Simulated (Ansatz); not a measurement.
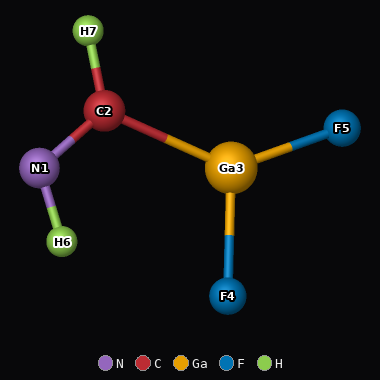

The system is CH₂F₂GaN, SMILES N=[CH][Ga]([F])[F]; the picture shows the reference structure. First axis: dihedral N1–C2–Ga3–F4. Second axis: dihedral H6–N1–C2–Ga3. Nothing is relaxed (all other coordinates rigid). The grid has 12 × 12 points; 102 points were computed and 42 follow by symmetry. All energies are given in kcal/mol relative to the lowest grid point. The dihedral twists a double bond; near 90° a spin-restricted reference is unreliable. Computed with RKS SPW92 (LDA)/def2-TZVP in Ansatz.

Its coordinates:

```xyz
7

N    -0.6782   -0.0760    1.5635
C     0.3772    0.1713    0.9223
Ga    0.3389    0.0199   -1.0307
F    -1.2725   -0.4628   -1.5178
F     1.4217    0.2247   -2.3673
H    -1.4731   -0.3405    0.9549
H     1.2860    0.4636    1.4751
```

Range: dihedral N1–C2–Ga3–F4 from −180 to 150°; dihedral H6–N1–C2–Ga3 from −180 to 150°.

Predict the map.

The lowest grid point is at dihedral N1–C2–Ga3–F4 = 0°, dihedral H6–N1–C2–Ga3 = 0°. There is a further well near dihedral N1–C2–Ga3–F4 = −180°, dihedral H6–N1–C2–Ga3 = 0° (5.4 kcal/mol above the lowest at that grid point). The highest grid point, dihedral N1–C2–Ga3–F4 = −180°, dihedral H6–N1–C2–Ga3 = −90°, lies 49.9 kcal/mol above the lowest. On the interpolated surface the easiest way out of the lowest well to the well at dihedral N1–C2–Ga3–F4 = −180°, dihedral H6–N1–C2–Ga3 = 0° passes a barrier of about 6.6 kcal/mol. Round the minimum the valley is somewhat tilted: raising dihedral N1–C2–Ga3–F4 shifts the best value of dihedral H6–N1–C2–Ga3 downwards (coupling k₁₂/√(k₁₁k₂₂) about 0.2).

```csv
"dihedral H6–N1–C2–Ga3 ↓, dihedral N1–C2–Ga3–F4 →",−180,−150,−120,−90,−60,−30,0,30,60,90,120,150
150,11.7,10.9,10.7,11.1,11.6,12.0,12.4,13.0,13.7,14.2,14.0,13.0
120,31.9,30.1,29.2,29.3,30.1,30.9,31.7,32.6,33.6,34.7,35.0,33.9
90,49.9,49.2,48.0,47.1,46.7,46.9,47.5,48.1,48.6,48.9,49.4,49.9
60,32.6,34.2,34.7,33.3,30.8,29.0,29.1,30.2,31.0,30.8,30.5,31.1
30,12.7,14.1,14.9,13.9,11.2,8.4,8.1,10.0,11.9,12.4,12.1,12.0
0,5.4,5.9,6.5,6.3,4.6,1.6,0.0,1.6,4.6,6.3,6.5,5.9
−30,12.7,11.9,12.1,12.4,11.9,10.0,8.1,8.4,11.2,13.9,14.8,14.1
−60,32.6,31.1,30.5,30.8,31.0,30.2,29.1,29.0,30.8,33.3,34.7,34.2
−90,49.9,49.9,49.4,48.9,48.6,48.1,47.5,46.9,46.7,47.1,48.0,49.2
−120,31.9,33.9,35.0,34.7,33.6,32.6,31.7,30.9,30.1,29.3,29.2,30.1
−150,11.7,13.0,14.0,14.2,13.7,13.0,12.4,12.0,11.6,11.1,10.7,10.9
−180,4.4,4.6,5.1,5.4,5.5,5.4,5.3,5.4,5.5,5.4,5.1,4.6
```

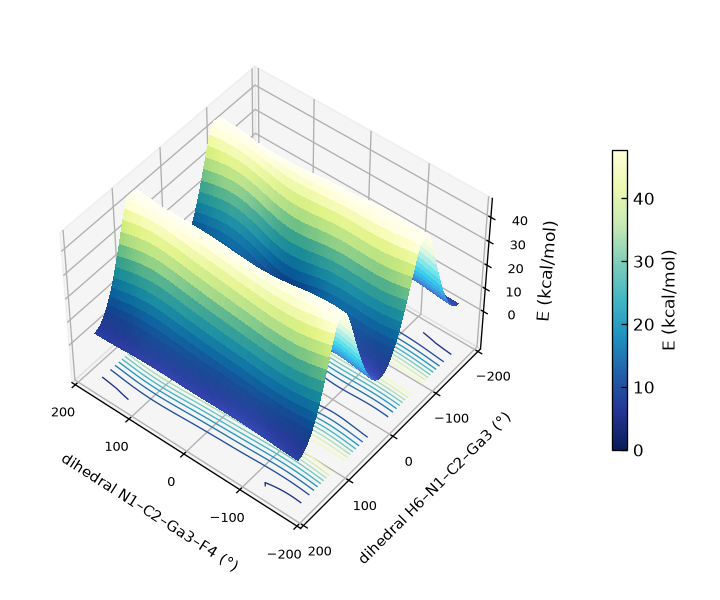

In the figure: a relief with its contours projected below, any walls above the top of the colour scale cut off. Between grid points the surface is interpolated.

Time for the 102 points that were run: 8 min on 1 thread of Arm Neoverse V1, with other jobs on the host.
